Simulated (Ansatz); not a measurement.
```yaml
atoms:
  - { symbol: Ti, position_ang: [2.1704, -1.9740, 0.6691] }
  - { symbol: Ti, position_ang: [1.4715, 1.1953, 0.0530] }
  - { symbol: Ti, position_ang: [0.6829, -0.0592, 2.9465] }
  - { symbol: Ti, position_ang: [-1.8152, -1.5414, -0.8676] }
  - { symbol: Ti, position_ang: [-1.0576, 2.1922, -1.4617] }
  - { symbol: O, position_ang: [-2.8302, -2.9135, -1.4424] }
  - { symbol: O, position_ang: [-1.6095, -1.6320, 0.9289] }
  - { symbol: O, position_ang: [-0.1996, -1.6138, -1.6793] }
  - { symbol: O, position_ang: [1.4765, -3.2294, -0.5150] }
  - { symbol: O, position_ang: [3.7385, -2.5159, 1.3556] }
  - { symbol: O, position_ang: [-2.6039, 2.7693, -0.7591] }
  - { symbol: O, position_ang: [-2.5104, 0.0786, -1.3541] }
  - { symbol: O, position_ang: [-0.4264, 1.5033, 0.3517] }
  - { symbol: O, position_ang: [-1.6428, 1.7102, -3.1746] }
  - { symbol: O, position_ang: [0.5741, 0.9802, -1.7520] }
  - { symbol: O, position_ang: [0.9250, -1.6518, 1.9995] }
  - { symbol: O, position_ang: [-1.0886, 0.4066, 2.7130] }
  - { symbol: O, position_ang: [2.3655, -0.4516, -0.2015] }
  - { symbol: O, position_ang: [1.2075, -0.0903, 4.6712] }
  - { symbol: O, position_ang: [-0.0069, 3.7023, -1.5847] }
  - { symbol: O, position_ang: [1.5988, 1.0792, 1.9553] }
  - { symbol: O, position_ang: [2.2853, 2.7028, -0.3958] }
  - { symbol: H, position_ang: [-3.3687, -3.5225, -0.9081] }
  - { symbol: H, position_ang: [-0.7413, -1.8955, 1.3480] }
  - { symbol: H, position_ang: [0.4618, -2.3471, -1.4768] }
  - { symbol: H, position_ang: [1.8145, -4.1247, -0.6904] }
  - { symbol: H, position_ang: [4.6184, -2.1108, 1.2574] }
  - { symbol: H, position_ang: [-3.2909, 2.1601, -0.4287] }
  - { symbol: H, position_ang: [-2.5202, 0.4086, -2.2986] }
  - { symbol: H, position_ang: [-0.8213, 1.4540, 1.2678] }
  - { symbol: H, position_ang: [-0.9217, 1.4269, -3.7695] }
  - { symbol: H, position_ang: [0.3915, 0.0040, -1.8812] }
  - { symbol: H, position_ang: [-1.6072, -0.2448, 2.1692] }
  - { symbol: H, position_ang: [1.9760, 0.3265, 5.0984] }
  - { symbol: H, position_ang: [-0.3664, 4.5318, -1.2154] }
  - { symbol: H, position_ang: [1.6704, 3.2865, -0.9283] }
```

Geometry: PBE-D4/def2-SVP.

Computed with RKS PBE0-D4/def2-TZVP (Ansatz).

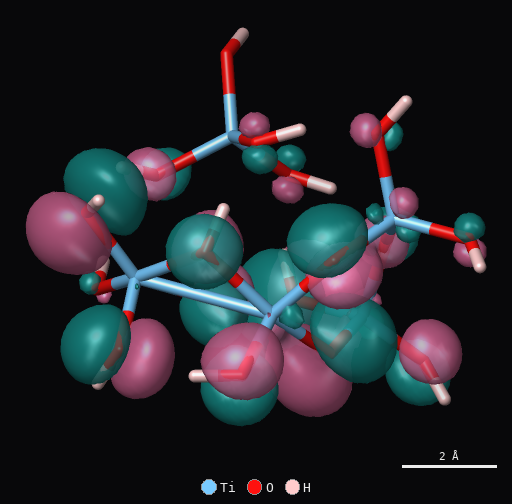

H$_{10}$O$_{13}$Ti$_{4}$···H$_{4}$O$_{4}$Ti. The HOMO−1 at ±0.05 Å⁻³ᐟ² (teal and pink are the two phases), seen across its widest extent.

> Where does this orbital lie, and at what energy?

By Hirshfeld shares it lies mainly on O17 (about 20 %), O21 (about 20 %), O14 (about 15 %), O20 (about 5 %) and O22 (about 5 %). Its energy is −8.81 eV.
